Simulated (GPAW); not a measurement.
**1T-PtSe2 monolayer: work function by functional and basis**

Wanted: work functions and dipole of 1T-PtSe2 monolayer, with the cost of each level. Where a layer proves gapped, the work function hangs on where the smearing puts the Fermi level, and the band edges take its place.

Main program and level: GPAW 26.7.0; GPAW, PAW setups; layer in a repeated cell with vacuum, relaxation of atoms and in-plane cell, in the first sound run; inputs show where later runs differ.

### 1. Set-up

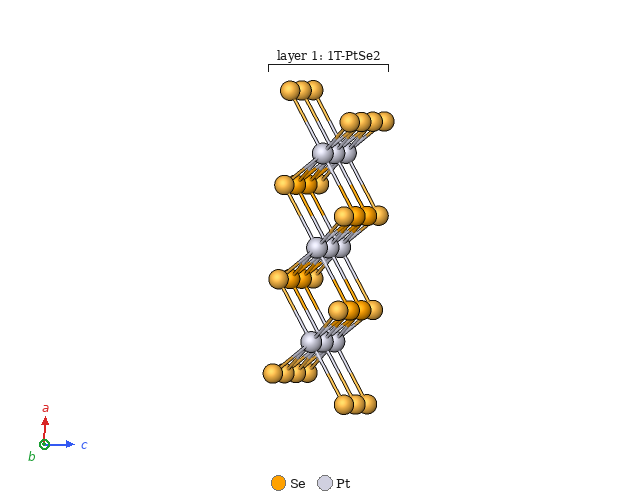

Start, viewed from the side, with the c axis across the page; selenium orange, platinum light grey. 2×2×1 cells are drawn. Some periodic images of atoms are drawn too.

The cell holds 3 atoms: 2 Se and 1 Pt. Cell: a = 3.750 Å, b = 3.750 Å, c = 16.268 Å, α = 90.0°, β = 90.0°, γ = 120.0°. Vacuum lies along c.

### 2. Relaxing the atoms

Forces are removed first; all later runs use this geometry.

run.py

```python
import json
import numpy as np
from ase import Atoms
from ase.filters import FrechetCellFilter
from ase.optimize import BFGS
from gpaw import GPAW, PW

slab = Atoms(
    ['Se', 'Pt', 'Se'],
    positions=[
        [1.87500, 1.08253, 7.00000],
        [0.00000, 0.00000, 8.13386],
        [-0.00000, 2.16506, 9.26772]],
    cell=[[3.75, 0.0, 0.0], [-1.875, 3.2476, 0.0], [0.0, 0.0, 16.2677]],
    pbc=[True, True, True])

slab.calc = GPAW(mode=PW(600), xc='PBE', kpts={'size': (9, 9, 1), 'gamma': True},
                 occupations={'name': 'fermi-dirac', 'width': 0.05}, nbands='160%',
                 convergence={'density': 1e-05}, maxiter=200,
                 symmetry={'tolerance': 1e-3}, txt='slab.txt')
result = {}
# The in-plane cell is free; stress needs a cell that repeats along all three vectors
path = []
opt = BFGS(FrechetCellFilter(slab, mask=[1, 1, 0, 0, 0, 1]), maxstep=0.2)
opt.attach(lambda: path.append((slab.get_potential_energy(), slab.positions.tolist(), slab.get_forces().tolist())))
result['relaxed'] = bool(opt.run(fmax=0.02, steps=45))
result['path'] = path
result['cell'] = slab.cell.tolist()
print('in-plane lattice', slab.cell.cellpar().round(4)[[0, 1, 5]])
energy = slab.get_potential_energy()
fermi = slab.calc.get_fermi_level()
v = slab.calc.get_electrostatic_potential().mean((0, 1)) - fermi
n = slab.calc.get_pseudo_density().mean((0, 1))
L = slab.cell[2, 2]
z = np.arange(len(v)) * L / len(v)
low, high = slab.positions[:, 2].min(), slab.positions[:, 2].max()
below, above = np.interp([low - 4.8, high + 4.8], z, v)
slopes = [np.interp(x, z, np.gradient(v, z)) for x in (low - 4.8, high + 4.8)]
eps = np.array([[slab.calc.get_eigenvalues(k, s) for k in range(len(slab.calc.get_ibz_k_points()))]
                for s in range(slab.calc.get_number_of_spins())]) - fermi
top, bottom = eps[eps < 0].max(), eps[eps > 0].min()
dipole = slab.get_dipole_moment()[2]
print(f'energy {energy:.4f} eV, Fermi level {fermi:.4f} eV, dipole {dipole:.5f} e A')
print(f'potential 4.8 A off the faces, from the Fermi level: lower {below:.4f} eV, upper {above:.4f} eV')
print(f'slope of the potential there: lower {slopes[0]:.5f}, upper {slopes[1]:.5f} eV/A')
print(f'nearest levels on the mesh: {top:.4f} and {bottom:.4f} eV')
print('magnetic moment', round(slab.get_magnetic_moment(), 3))
result.update(energy=energy, fermi=fermi, dipole=dipole, below=below, above=above, slopes=slopes, edges=[top, bottom],
              z=z.tolist(), v=v.tolist(), n=n.tolist(), positions=slab.positions.tolist(),
              forces=slab.get_forces(apply_constraint=False).tolist(), moments=slab.get_magnetic_moments().tolist())
json.dump(result, open('result.json', 'w'))
```

Started as:

```console
$ OMP_NUM_THREADS=1 OPENBLAS_NUM_THREADS=1 python run.py
```

The log of the run:

```text
Step          Energy          fmax
BFGS:    0      -14.201634        2.209679
BFGS:    1      -14.383105        1.511142
BFGS:    2      -14.525696        0.444829
BFGS:    3      -14.535553        0.332668
BFGS:    4      -14.545197        0.417435
BFGS:    5      -14.558829        0.403635
BFGS:    6      -14.569817        0.241694
BFGS:    7      -14.573888        0.070797
BFGS:    8      -14.574326        0.009572
in-plane lattice [  3.7465   3.7465 120.    ]
energy -14.5743 eV, Fermi level -1.0514 eV, dipole 0.00032 e A
potential 4.8 A off the faces, from the Fermi level: lower 5.0337 eV, upper 5.0329 eV
slope of the potential there: lower 0.00003, upper 0.00036 eV/A
nearest levels on the mesh: -0.6906 and 0.6624 eV
magnetic moment 0.0
```

Elapsed: 5 min, on 1 thread of Arm Neoverse V2, shared host; peak memory 0.32 GiB.

This step gave:

```
dipole along the normal                    : 3.17e-4 e·Å
levels nearest the Fermi level on the mesh : -0.6906, 0.6624 eV from the Fermi level
```

Electrostatic potential energy of an electron (without an applied field's), less the Fermi level, planar mean against z:

```
z (Å)  electrostatic potential energy of an electron (without an applied field's), less the Fermi level, planar mean (eV)
    0                                                                                                                5.03
    1                                                                                                                5.03
    2                                                                                                                5.03
    3                                                                                                                5.03
    4                                                                                                                5.02
    5                                                                                                                4.82
    6                                                                                                                1.25
    7                                                                                                               -14.0
    8                                                                                                               -13.7
    9                                                                                                               -8.86
   10                                                                                                               -2.87
   11                                                                                                                4.58
   12                                                                                                                5.01
   13                                                                                                                5.03
   14                                                                                                                5.03
   15                                                                                                                5.03
   16                                                                                                                5.03
```

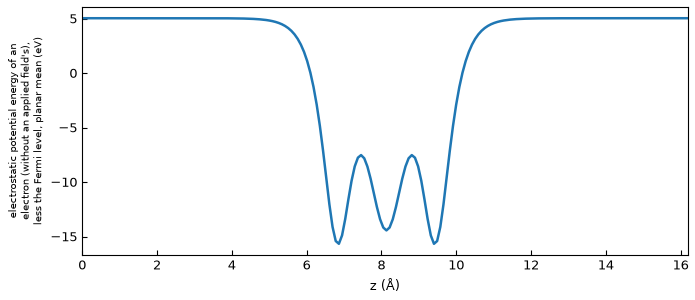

Electrostatic potential energy of an electron (without an applied field's), less the Fermi level, planar mean, plotted against z.

The pseudo valence density, planar mean oscillates, so the rows of the table below give means over windows of 2 Å about each position, cut where the curve ends. Its maxima inside the range that stand out by 2 % of the span (Å: e/Å³): 6.4: 0.306, 8.1: 1.40, 9.8: 0.306. Its minima: 6.8: 0.192, 9.5: 0.192.

Pseudo valence density, planar mean against z; means over each step:

```csv
z (Å),"pseudo valence density, planar mean (e/Å³)"
2,6.6e-6
4,0.00173
6,0.153
8,0.790
10,0.204
12,0.00370
14,1.4e-5
```

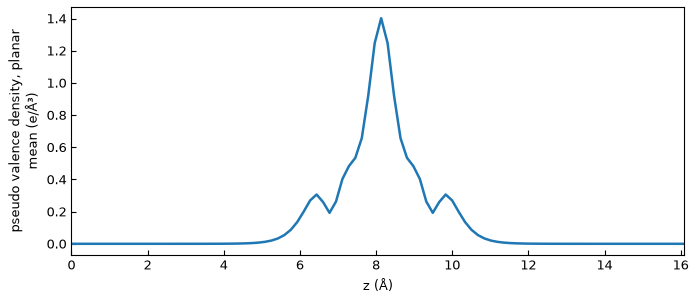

Pseudo valence density, planar mean against z.

The relaxation lowered the energy of the cell by 0.373 eV (energies extrapolated to zero smearing; the optimiser's log prints free energies). The largest force left on a free atom is 0.0096 eV/Å.

### 3. Plane waves, PBE

The work function is the vacuum plateau of the electrostatic potential less the Fermi level; a dipole layer lets the two faces have plateaus of their own.

This step: GPAW, PAW setups; slab in vacuum (GPAW 26.7.0).

The cell differs from the one that the last finished run ended in (c 16.268 → 16.623 Å).

Edit run.py of step 2 so:

```diff
@@ -3,4 +3,2 @@
 from ase import Atoms
-from ase.filters import FrechetCellFilter
-from ase.optimize import BFGS
 from gpaw import GPAW, PW
@@ -10,21 +8,14 @@
     positions=[
-        [1.87500, 1.08253, 7.00000],
-        [0.00000, 0.00000, 8.13386],
-        [-0.00000, 2.16506, 9.26772]],
-    cell=[[3.75, 0.0, 0.0], [-1.875, 3.2476, 0.0], [0.0, 0.0, 16.2677]],
-    pbc=[True, True, True])
+        [1.87323, 1.08151, 7.00000],
+        [-0.00000, -0.00000, 8.31148],
+        [-0.00000, 2.16302, 9.62297]],
+    cell=[[3.74646, 0.0, 0.0], [-1.87323, 3.24453, 0.0], [0.0, 0.0, 16.623]],
+    pbc=[True, True, False])
 
-slab.calc = GPAW(mode=PW(600), xc='PBE', kpts={'size': (9, 9, 1), 'gamma': True},
+slab.calc = GPAW(mode=PW(400), xc='PBE', kpts={'size': (9, 9, 1), 'gamma': True},
                  occupations={'name': 'fermi-dirac', 'width': 0.05}, nbands='160%',
                  convergence={'density': 1e-05}, maxiter=200,
+                 poissonsolver={'dipolelayer': 'xy'},
                  symmetry={'tolerance': 1e-3}, txt='slab.txt')
 result = {}
-# The in-plane cell is free; stress needs a cell that repeats along all three vectors
-path = []
-opt = BFGS(FrechetCellFilter(slab, mask=[1, 1, 0, 0, 0, 1]), maxstep=0.2)
-opt.attach(lambda: path.append((slab.get_potential_energy(), slab.positions.tolist(), slab.get_forces().tolist())))
-result['relaxed'] = bool(opt.run(fmax=0.02, steps=45))
-result['path'] = path
-result['cell'] = slab.cell.tolist()
-print('in-plane lattice', slab.cell.cellpar().round(4)[[0, 1, 5]])
 energy = slab.get_potential_energy()
```

The log of the run:

```text
energy -14.5211 eV, Fermi level -1.1366 eV, dipole -0.00024 e A
potential 4.8 A off the faces, from the Fermi level: lower 5.0313 eV, upper 5.0366 eV
slope of the potential there: lower -0.00017, upper 0.00017 eV/A
nearest levels on the mesh: -0.6916 and 0.6632 eV
magnetic moment 0.0
```

Run time: 20 s. Hardware: 1 thread; peak memory 0.18 GiB.

Numbers from this step:

```yaml
dipole_along_the_normal: -2.35e-4 e·Å
levels_nearest_the_fermi_level_on_the_mesh: -0.6916, 0.6632 eV from the Fermi level
upper_work_function: 5.037 eV
lower_work_function: 5.031 eV
upper_ionisation_energy: 5.728 eV
```

Table of electrostatic potential energy of an electron (without an applied field's), less the Fermi level, planar mean by z:

```csv
z (Å),"electrostatic potential energy of an electron (without an applied field's), less the Fermi level, planar mean (eV)"
0,5.03
2,5.03
4,5.02
6,2.75
8,-11.4
10,-7.32
12,4.99
14,5.04
16,5.04
```

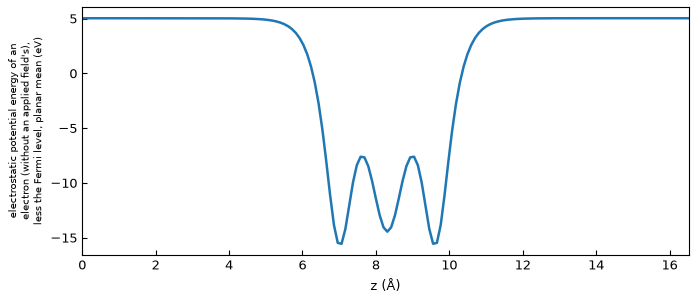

Electrostatic potential energy of an electron (without an applied field's), less the Fermi level, planar mean, plotted against z.

The pseudo valence density, planar mean oscillates, so the rows of the table below give means over windows of 1 Å about each position, cut where the curve ends. Its maxima inside the range that stand out by 2 % of the span (Å: e/Å³): 6.6: 0.305, 8.3: 1.40, 10.0: 0.305. Its minima: 7.1: 0.220, 9.6: 0.220.

Pseudo valence density, planar mean against z; means over each step:

```
z (Å)  pseudo valence density, planar mean (e/Å³)
    3                                      3.0e-5
    4                                      4.8e-4
    5                                     0.00861
    6                                       0.125
    7                                       0.308
    8                                       0.954
    9                                       0.614
   10                                       0.241
   11                                      0.0511
   12                                     0.00284
   13                                      1.7e-4
   14                                      1.1e-5
```

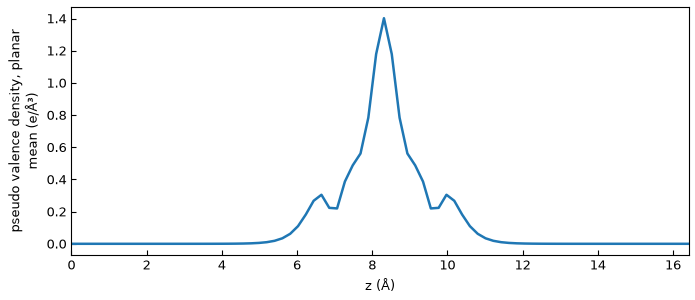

Pseudo valence density, planar mean, plotted against z.

The layer is gapped, so the Fermi level lies somewhere inside the gap, set by smearing and numerics, and these work functions are no property of the material; the band edges below the vacuum level are. The potential is flat to 1.7e-4 eV/Å where it is read, so the vacuum is wide enough.

### 4. Self-consistent run: xc = "revPBE"

The same geometry under revPBE, to see how far the functional moves the levels against the vacuum.

Edit run.py of step 3 so:

```diff
@@ -14,3 +14,3 @@
 
-slab.calc = GPAW(mode=PW(400), xc='PBE', kpts={'size': (9, 9, 1), 'gamma': True},
+slab.calc = GPAW(mode=PW(400), xc='revPBE', kpts={'size': (9, 9, 1), 'gamma': True},
                  occupations={'name': 'fermi-dirac', 'width': 0.05}, nbands='160%',
```

The log of the run:

```text
energy -13.4876 eV, Fermi level -1.0371 eV, dipole -0.00024 e A
potential 4.8 A off the faces, from the Fermi level: lower 4.9231 eV, upper 4.9284 eV
slope of the potential there: lower -0.00019, upper 0.00018 eV/A
nearest levels on the mesh: -0.7088 and 0.6794 eV
magnetic moment 0.0
```

Wall time 20 s (1 thread); peak memory 0.18 GiB.

This step gave:

| Property | Result |
| --- | --- |
| levels nearest the Fermi level on the mesh | -0.7088, 0.6794 eV from the Fermi level |
| upper work function | 4.928 eV |
| lower work function | 4.923 eV |
| upper ionisation energy | 5.637 eV |

Table of electrostatic potential energy of an electron (without an applied field's), less the Fermi level, planar mean by z:

```
z (Å)  electrostatic potential energy of an electron (without an applied field's), less the Fermi level, planar mean (eV)
    0                                                                                                                4.93
    1                                                                                                                4.92
    2                                                                                                                4.92
    3                                                                                                                4.92
    4                                                                                                                4.91
    5                                                                                                                4.80
    6                                                                                                                2.66
    7                                                                                                               -15.6
    8                                                                                                               -11.5
    9                                                                                                               -7.70
   10                                                                                                               -7.41
   11                                                                                                                4.18
   12                                                                                                                4.88
   13                                                                                                                4.93
   14                                                                                                                4.93
   15                                                                                                                4.93
   16                                                                                                                4.93
```

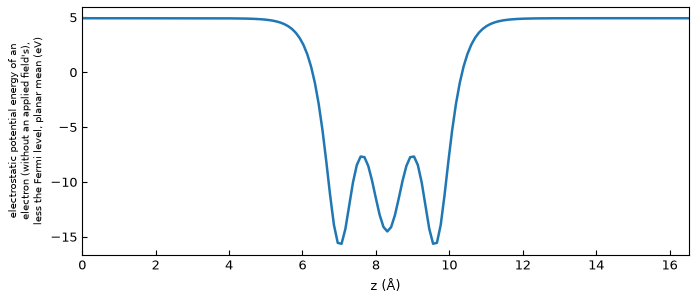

Electrostatic potential energy of an electron (without an applied field's), less the Fermi level, planar mean against z.

The pseudo valence density, planar mean oscillates, so the rows of the table below give means over windows of 1 Å about each position, cut where the curve ends. Its maxima inside the range that stand out by 2 % of the span (Å: e/Å³): 6.6: 0.304, 8.3: 1.40, 10.0: 0.304. Its minima: 7.1: 0.220, 9.6: 0.220.

Table of pseudo valence density, planar mean by z; means over each step:

| z (Å) | pseudo valence density, planar mean (e/Å³) |
| --- | --- |
| 3 | 3.1e-5 |
| 4 | 4.8e-4 |
| 5 | 0.00852 |
| 6 | 0.125 |
| 7 | 0.308 |
| 8 | 0.954 |
| 9 | 0.614 |
| 10 | 0.241 |
| 11 | 0.0510 |
| 12 | 0.00280 |
| 13 | 1.7e-4 |
| 14 | 1.1e-5 |

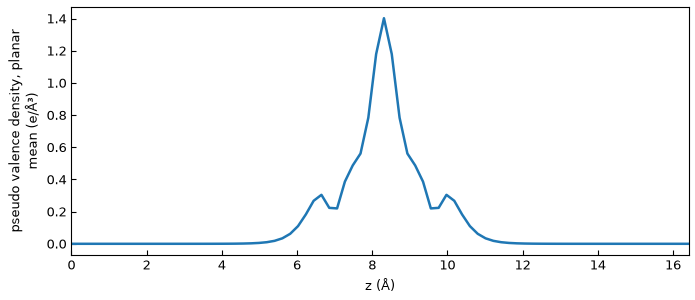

Pseudo valence density, planar mean against z.

Force by atom:

| atom | x (eV/Å) | y (eV/Å) | z (eV/Å) | size |
| --- | --- | --- | --- | --- |
| Se1 | 0.000 | 0.000 | -0.146 | 0.146 |
| Pt2 | 0.000 | 0.000 | 0.000 | 0.000 |
| Se3 | 0.000 | 0.000 | 0.146 | 0.146 |

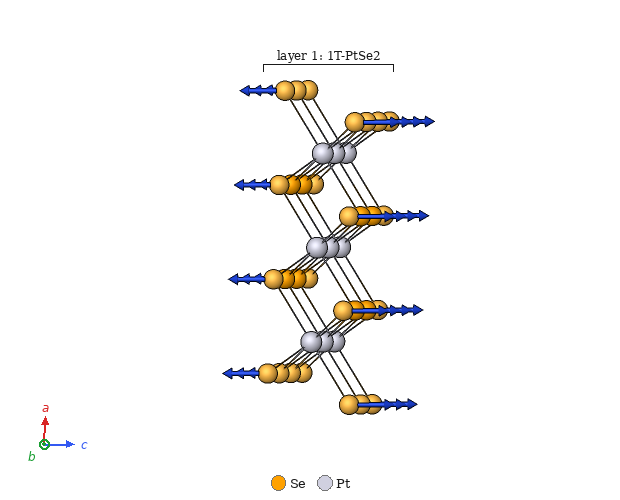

Force as arrows, the longest 0.146 eV/Å. 2×2×1 cells are drawn. Some periodic images of atoms are drawn too.

The highest filled level lies 0.709 eV under the Fermi level, so the ionisation energy from the upper face is 4.928 + 0.709 = 5.637 eV, against 5.728 eV in the base run.

### 5. OptPBE vdW: xc = "optPBE-vdW"

The same geometry under optPBE-vdW, to see how far the functional moves the levels against the vacuum (the van der Waals functionals take revPBE setups).

Edit run.py of step 4 so:

```diff
@@ -14,3 +14,3 @@
 
-slab.calc = GPAW(mode=PW(400), xc='revPBE', kpts={'size': (9, 9, 1), 'gamma': True},
+slab.calc = GPAW(mode=PW(400), xc='optPBE-vdW', kpts={'size': (9, 9, 1), 'gamma': True},
                  occupations={'name': 'fermi-dirac', 'width': 0.05}, nbands='160%',
```

The log of the run:

```text
energy -54.2042 eV, Fermi level -1.3193 eV, dipole -0.00023 e A
potential 4.8 A off the faces, from the Fermi level: lower 5.2782 eV, upper 5.2835 eV
slope of the potential there: lower -0.00024, upper 0.00024 eV/A
nearest levels on the mesh: -0.6643 and 0.6443 eV
magnetic moment 0.0
```

Wall time 28 s (1 thread); peak memory 0.32 GiB.

This step gave:

```
levels nearest the Fermi level on the mesh : -0.6643, 0.6443 eV from the Fermi level
upper work function                        : 5.283 eV
lower work function                        : 5.278 eV
upper ionisation energy                    : 5.948 eV
```

The highest filled level lies 0.664 eV under the Fermi level, so the ionisation energy from the upper face is 5.283 + 0.664 = 5.948 eV, against 5.728 eV in the base run.

### 6. Self-consistent run: xc = "vdW-DF2"

The same geometry under vdW-DF2, to see how far the functional moves the levels against the vacuum (the van der Waals functionals take revPBE setups).

Edit run.py of step 5 so:

```diff
@@ -14,3 +14,3 @@
 
-slab.calc = GPAW(mode=PW(400), xc='optPBE-vdW', kpts={'size': (9, 9, 1), 'gamma': True},
+slab.calc = GPAW(mode=PW(400), xc='vdW-DF2', kpts={'size': (9, 9, 1), 'gamma': True},
                  occupations={'name': 'fermi-dirac', 'width': 0.05}, nbands='160%',
```

The log of the run:

```text
energy -304.3717 eV, Fermi level -1.3941 eV, dipole -0.00024 e A
potential 4.8 A off the faces, from the Fermi level: lower 5.4365 eV, upper 5.4419 eV
slope of the potential there: lower -0.00072, upper 0.00072 eV/A
nearest levels on the mesh: -0.6489 and 0.6334 eV
magnetic moment 0.0
```

Wall time 26 s (1 thread); peak memory 0.32 GiB.

This step gave:

```
levels nearest the Fermi level on the mesh : -0.6489, 0.6334 eV from the Fermi level
upper work function                        : 5.442 eV
lower work function                        : 5.437 eV
upper ionisation energy                    : 6.091 eV
```

The highest filled level lies 0.649 eV under the Fermi level, so the ionisation energy from the upper face is 5.442 + 0.649 = 6.091 eV, against 5.728 eV in the base run.

### 7. Self-consistent run: xc = "RPBE"

The same geometry under RPBE, to see how far the functional moves the levels against the vacuum.

Edit run.py of step 6 so:

```diff
@@ -14,3 +14,3 @@
 
-slab.calc = GPAW(mode=PW(400), xc='vdW-DF2', kpts={'size': (9, 9, 1), 'gamma': True},
+slab.calc = GPAW(mode=PW(400), xc='RPBE', kpts={'size': (9, 9, 1), 'gamma': True},
                  occupations={'name': 'fermi-dirac', 'width': 0.05}, nbands='160%',
```

The log of the run:

```text
energy -13.3072 eV, Fermi level -1.0319 eV, dipole -0.00024 e A
potential 4.8 A off the faces, from the Fermi level: lower 4.9281 eV, upper 4.9334 eV
slope of the potential there: lower -0.00019, upper 0.00019 eV/A
nearest levels on the mesh: -0.7100 and 0.6813 eV
magnetic moment 0.0
```

The job ended after 21 s (1 thread; peak memory 0.18 GiB).

This step gave:

* levels nearest the Fermi level on the mesh: -0.7100, 0.6813 eV from the Fermi level
* upper work function: 4.933 eV
* lower work function: 4.928 eV
* upper ionisation energy: 5.643 eV

The highest filled level lies 0.710 eV under the Fermi level, so the ionisation energy from the upper face is 4.933 + 0.710 = 5.643 eV, against 5.728 eV in the base run.

(Continued in part 2 of 2.)

[Logs are printed without paths, hosts, clocks, repeated set-up lines and the standing remarks that a program may print on its own settings, such as how far it seeks lower states.]

[Hosts, paths, dates, database ids (printed as entryN), source tags and the programs' standing remarks are cut or masked in the printed files.]
